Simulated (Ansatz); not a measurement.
The cell of SnO (P4/nmm). The cell is taken from the geometry relaxed with Ansatz, DFT PBEsol, scalar-relativistic, plane waves, PAW.

```
Sn O
1.0
     3.80083    0.00000    0.00000
     0.00000    3.80083    0.00000
     0.00000    0.00000    4.73526
Sn O
2 2
Direct
  0.50000 0.00000 0.24391
  0.00000 0.50000 0.75609
  0.00000 0.00000 0.00000
  0.50000 0.50000 0.00000
```

At each point the valence sum V of a Mg2+ ion is computed from the anions within 5 Å (s = exp((R0 − d)/b), R0 fitted to published crystal structures with b = 0.37 Å; R0: Mg2+–O 1.677 Å). Points too close to the other cations are excluded (2.1 Å from Sn). Mg2+ is a guest here, not part of the formula. This is an empirical screen for pathways, not an energy calculation.

> Along which directions could Mg2+ move by this screen?

No path opens below 1.4 v.u. These are grid estimates, good to about 0.1 v.u.

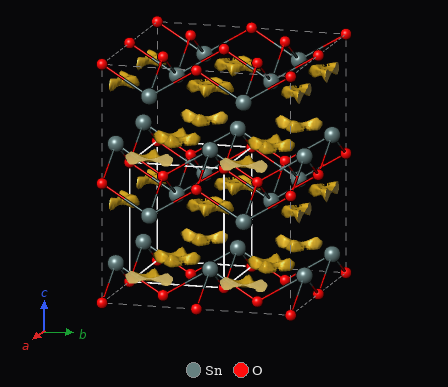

Bond-valence mismatch map for Mg2+ in SnO (P4/nmm, No. 129): the yellow surface encloses the points where |V − 2| < 1 v.u. (2×2×2 cells, view slightly off an axis). Pale faces close the region where the drawn box cuts it.
